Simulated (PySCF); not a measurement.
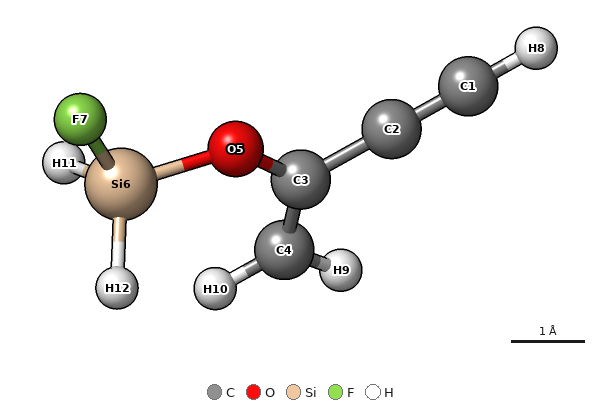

The input geometry of run A (ball-and-stick view, seen at a tilt; atoms are numbered from 1 in the order of the input).

**What a change does: NMR shielding calculation on C₄H₅FOSi**

System: C₄H₅FOSi, SMILES C#CC(=C)O[SiH2]F.
Method of run A: GIAO BP86/pcSseg-1 NMR shielding, non-relativistic, gas phase (PySCF 2.14.0).

The geometry comes from this level: PBE0-D3(BJ)/def2-SVP. Text and figures count atoms from 1; the logs count them from 0 in places.

## The input, run A
```
{"job": {"kind": "nmr", "xc": "BP86", "basis": "pcSseg-1", "pop": false}, "charge": 0, "multiplicity": 1}
C      2.003302     1.591161     0.662146
C      1.183596     0.773222     0.305246
C      0.215417    -0.194547    -0.120511
C      0.570321    -1.330902    -0.745975
O     -1.058648     0.158090     0.170213
Si    -2.468090    -0.639455    -0.220456
F     -3.649899     0.295025     0.349454
H      2.728056     2.318919     0.978298
H      1.621177    -1.538921    -0.943157
H     -0.168425    -2.069299    -1.067425
H     -2.606259    -0.745200    -1.694463
H     -2.528863    -1.953267     0.466596
```

The first line tells a small driver script what to run in PySCF; the rest is the geometry in Å.

Command:
```bash
OMP_NUM_THREADS=1 python <driver script> task.json out
```

Hardware: 1 CPU thread, shared host.

## Output (run A)
```
coarse grid: 11240 points
cycle   1  E = -619.7297298003  dE =  8.390e-01  |g| = 9.497e-01  |ddm| = 3.481e+00
cycle   2  E = -619.2733635489  dE =  4.564e-01  |g| = 1.864e+00  |ddm| = 3.137e+00
cycle   3  E = -619.8763108148  dE = -6.029e-01  |g| = 2.776e-01  |ddm| = 2.550e+00
cycle   4  E = -619.8890080906  dE = -1.270e-02  |g| = 1.472e-01  |ddm| = 3.880e-01
cycle   5  E = -619.8937874167  dE = -4.779e-03  |g| = 5.706e-02  |ddm| = 1.642e-01
cycle   6  E = -619.8946243299  dE = -8.369e-04  |g| = 1.233e-02  |ddm| = 6.506e-02
cycle   7  E = -619.8946271299  dE = -2.800e-06  |g| = 1.149e-02  |ddm| = 1.695e-02
cycle   8  E = -619.8946630175  dE = -3.589e-05  |g| = 1.329e-03  |ddm| = 9.114e-03
cycle   9  E = -619.8946634136  dE = -3.961e-07  |g| = 4.710e-04  |ddm| = 1.631e-03
final grid: 106432 points
cycle  10  E = -619.9742135193  dE = -2.369e-05  |g| = 9.085e-03  |ddm| = 5.165e-02
cycle  11  E = -619.9741588759  dE =  5.464e-05  |g| = 1.950e-02  |ddm| = 2.249e-02
cycle  12  E = -619.9742242929  dE = -6.542e-05  |g| = 2.879e-03  |ddm| = 1.900e-02
cycle  13  E = -619.9742266888  dE = -2.396e-06  |g| = 8.337e-04  |ddm| = 3.519e-03
cycle  14  E = -619.9742268305  dE = -1.418e-07  |g| = 2.306e-04  |ddm| = 7.500e-04
cycle  15  E = -619.9742268430  dE = -1.250e-08  |g| = 9.499e-05  |ddm| = 2.560e-04
cycle  16  E = -619.9742268450  dE = -1.995e-09  |g| = 4.293e-05  |ddm| = 8.841e-05
cycle  17  E = -619.9742268455  dE = -4.463e-10  |g| = 7.385e-06  |ddm| = 3.418e-05
converged SCF energy = -619.9742268455

GIAO shielding tensors (ppm)
atom      isotropic    diamagn.    paramagn.     s11        s22        s33       span
  0 C       98.710     258.775    -160.065     37.835     43.502    214.791    176.956
  1 C       96.950     252.812    -155.862     -1.866      2.885    289.831    291.696
  2 C       34.871     251.970    -217.098    -61.023     69.555     96.081    157.104
  3 C       76.340     256.881    -180.542    -16.217    102.949    142.287    158.504
  4 O      182.731     399.209    -216.477    134.597    201.311    212.286     77.689
  5 Si     355.323     877.869    -522.545    329.317    354.073    382.581     53.264
  6 F      346.172     465.814    -119.643    271.918    361.434    405.163    133.244
  7 H       28.491      32.879      -4.388     24.587     24.685     36.201     11.614
  8 H       26.458      29.955      -3.497     24.596     24.852     29.927      5.331
  9 H       26.937      31.088      -4.151     23.975     25.353     31.482      7.507
 10 H       25.939      28.222      -2.283     22.821     24.399     30.596      7.775
 11 H       25.915      28.194      -2.279     22.702     24.394     30.649      7.947
```

For run B the input was changed thus:
```diff
-"xc": "BP86"
+"xc": "KT3"
```

Predict how the results change.

The total energies belong to different methods, so their difference says nothing on which is more stable or more accurate. The HOMO goes from −6.10 to −5.97 eV. The LUMO goes from −1.97 to −1.78 eV. Of all shieldings, the largest change is that of Si6, by +35.7 ppm. The functional changes from BP86 to KT3. The SCF takes 18 iterations against 17.

## Output (run B)
```
coarse grid: 11240 points
cycle   1  E = -626.6559897703  dE =  8.824e-01  |g| = 1.031e+00  |ddm| = 3.457e+00
cycle   2  E = -626.0993620001  dE =  5.566e-01  |g| = 2.020e+00  |ddm| = 3.478e+00
cycle   3  E = -626.8276255583  dE = -7.283e-01  |g| = 2.832e-01  |ddm| = 2.872e+00
cycle   4  E = -626.8402521323  dE = -1.263e-02  |g| = 1.748e-01  |ddm| = 4.458e-01
cycle   5  E = -626.8476306735  dE = -7.379e-03  |g| = 6.097e-02  |ddm| = 1.955e-01
cycle   6  E = -626.8485504715  dE = -9.198e-04  |g| = 1.464e-02  |ddm| = 7.086e-02
cycle   7  E = -626.8485603424  dE = -9.871e-06  |g| = 1.217e-02  |ddm| = 1.993e-02
cycle   8  E = -626.8486015769  dE = -4.123e-05  |g| = 2.609e-03  |ddm| = 1.065e-02
cycle   9  E = -626.8486029598  dE = -1.383e-06  |g| = 7.938e-04  |ddm| = 2.529e-03
final grid: 106432 points
cycle  10  E = -626.9422405204  dE = -1.243e-04  |g| = 3.374e-02  |ddm| = 1.177e-01
cycle  11  E = -626.9417265021  dE =  5.140e-04  |g| = 6.417e-02  |ddm| = 7.588e-02
cycle  12  E = -626.9423874531  dE = -6.610e-04  |g| = 8.720e-03  |ddm| = 5.814e-02
cycle  13  E = -626.9424021729  dE = -1.472e-05  |g| = 4.125e-03  |ddm| = 1.181e-02
cycle  14  E = -626.9424060376  dE = -3.865e-06  |g| = 7.876e-04  |ddm| = 3.562e-03
cycle  15  E = -626.9424061731  dE = -1.356e-07  |g| = 3.114e-04  |ddm| = 7.869e-04
cycle  16  E = -626.9424061987  dE = -2.552e-08  |g| = 7.844e-05  |ddm| = 3.398e-04
cycle  17  E = -626.9424062002  dE = -1.556e-09  |g| = 3.239e-05  |ddm| = 8.709e-05
cycle  18  E = -626.9424062004  dE = -2.358e-10  |g| = 3.783e-06  |ddm| = 3.196e-05
converged SCF energy = -626.9424062004

GIAO shielding tensors (ppm)
atom      isotropic    diamagn.    paramagn.     s11        s22        s33       span
  0 C      109.767     256.220    -146.453     52.845     58.901    217.555    164.710
  1 C      108.003     251.690    -143.687     15.056     19.064    289.888    274.832
  2 C       46.543     251.956    -205.412    -41.082     80.219    100.493    141.575
  3 C       86.488     256.711    -170.223      1.121    112.614    145.728    144.607
  4 O      191.337     399.950    -208.613    144.876    213.921    215.215     70.339
  5 Si     390.978     879.268    -488.290    367.171    390.350    415.413     48.242
  6 F      349.748     467.157    -117.409    275.439    369.023    404.781    129.342
  7 H       28.402      33.923      -5.521     24.404     24.476     36.326     11.922
  8 H       26.650      30.360      -3.710     24.843     24.906     30.202      5.359
  9 H       27.117      31.434      -4.316     24.293     25.397     31.662      7.369
 10 H       26.248      28.382      -2.134     23.127     24.705     30.910      7.783
 11 H       26.226      28.350      -2.124     23.014     24.701     30.962      7.948
```

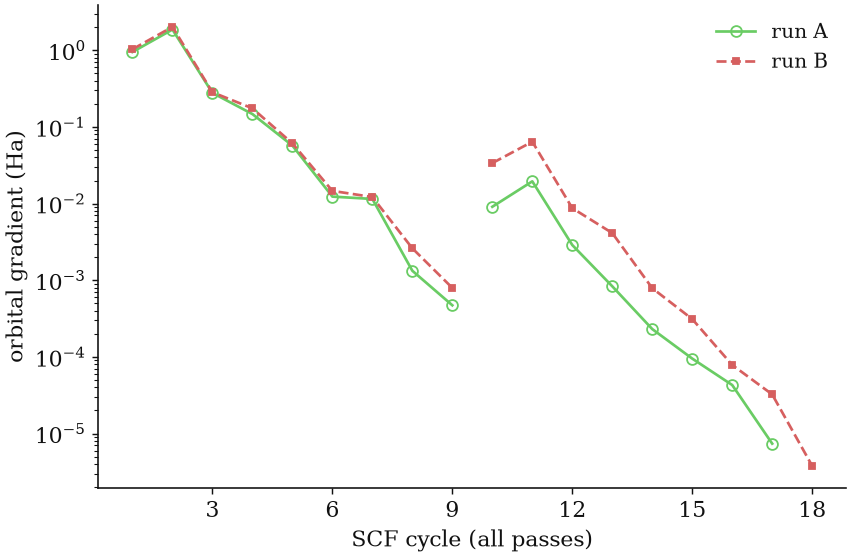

Convergence of the two runs: orbital gradient against the SCF cycle. A break in a curve parts two SCF passes (coarse and final grid). Run A takes 17 cycles in all, and run B takes 18.

## The two runs side by side

```csv
quantity,run A,run B
outcome,converged,converged
total energy (hartree),−619.974227,−626.942406
HOMO (eV),−6.10,−5.97
LUMO (eV),−1.97,−1.78
dipole moment (D),1.76,1.75
shielding of C1 (ppm),98.7,109.8
shielding of C2 (ppm),96.9,108.0
shielding of C3 (ppm),34.9,46.5
shielding of C4 (ppm),76.3,86.5
shielding of O5 (ppm),182.7,191.3
shielding of Si6 (ppm),355.3,391.0
shielding of F7 (ppm),346.2,349.7
SCF iterations,17,18
basis functions,151,151
wall time (shared host),21 s,22 s
```
